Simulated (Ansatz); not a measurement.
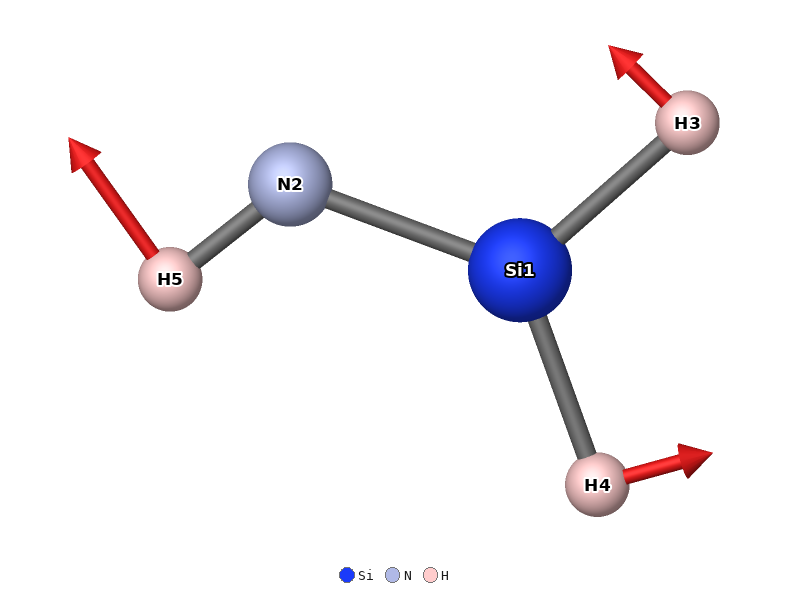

The arrows show one normal mode. Harmonic vibrations computed with RKS PBE0-D4/def2-TZVP (Ansatz 0.2.0) at a stationary point of the same level.

Question: What kind of motion is it?

Answer: Mostly H–N–Si bending.

Question: At what wavenumber does it lie?

Answer: 573 cm⁻¹; it is mode 1 of 9 counted from the lowest.
